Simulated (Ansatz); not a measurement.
GaH$_{4}$Si$_{2}$ (SMILES [SiH2]=[Si-][GaH2]) (charge −1)

```xyz
7

Ga    0.0726   -0.9557    2.0703
Si   -1.3505    1.0705    0.5653
Si    0.6472    0.2470    0.1089
H    -1.7977    2.4738    0.1870
H    -2.4833    0.5789    1.4445
H     1.1704   -1.1092    3.2374
H    -1.2869   -1.6545    2.5364
```

Geometry: r2SCAN-D4/def2-SVPD.

Computed with isolated molecule in a Gaussian basis; Kohn-Sham density functional theory, functional PBE0 (Ansatz).

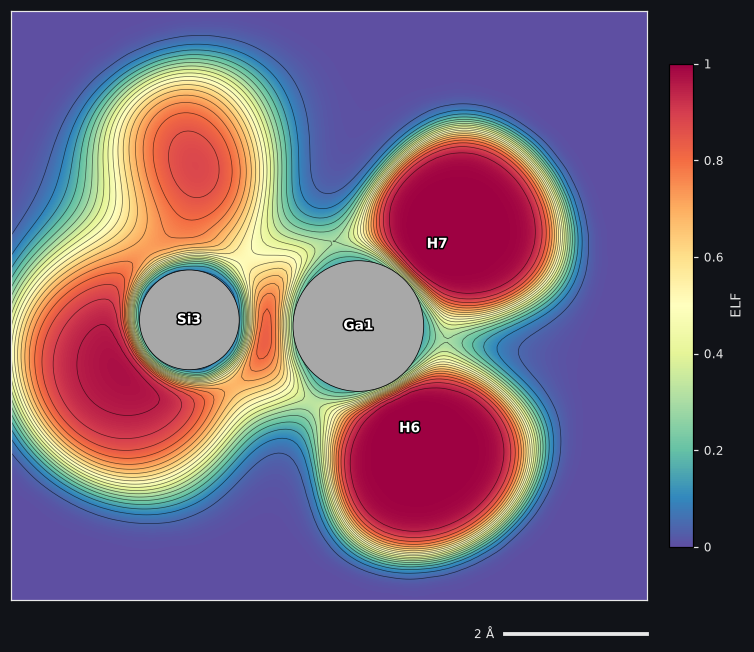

Figure 1. ELF on the plane of atoms Si3, Ga1 and H6. Grey discs cover the atomic cores.

Read the bonding off the picture.

Answer.
- Atoms in the plane: Ga, Si and H.
- Ga–Si (2.37 Å): the ELF peaks at about 0.80 in the valence shell of Si, 1.1 Å from its nucleus, and is about 0.80 at the midpoint.
- Ga–H (1.60 Å): the ELF climbs to about 1 towards the hydrogen.
- The ELF also peaks beside Si3, away from the bonds: lone-pair regions.

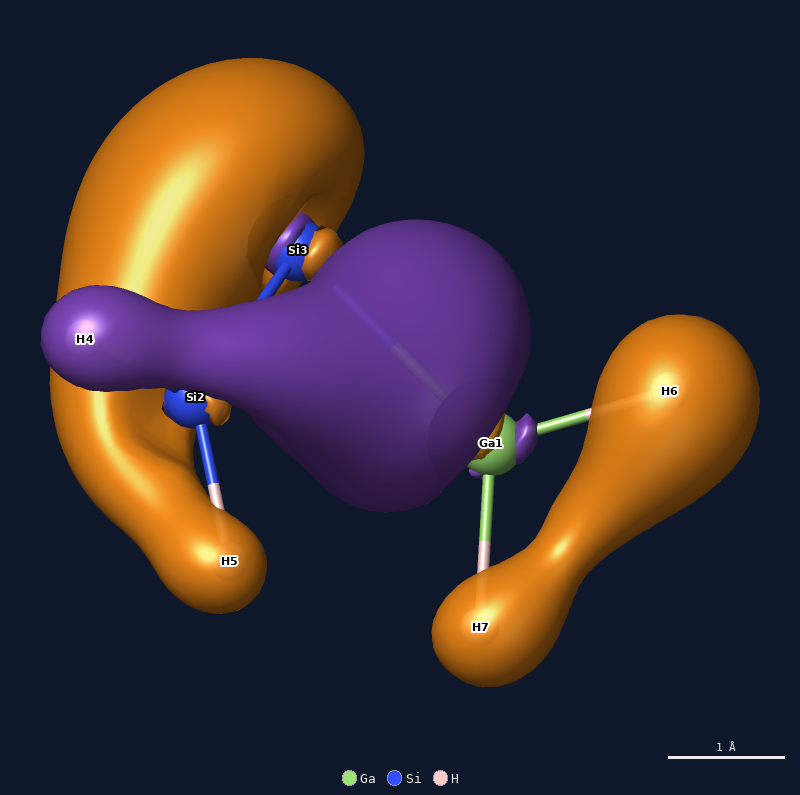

Figure 2. The HOMO−1 at ±0.1 Å⁻³ᐟ² (orange and purple are the two phases), seen at a tilt.

Where does this orbital lie, and at what energy?

Answer. By Hirshfeld shares it lies mainly on Si3 (about 45 %), Ga1 (about 20 %), Si2 (about 20 %) and H6 (about 5 %). Its energy is −1.84 eV.
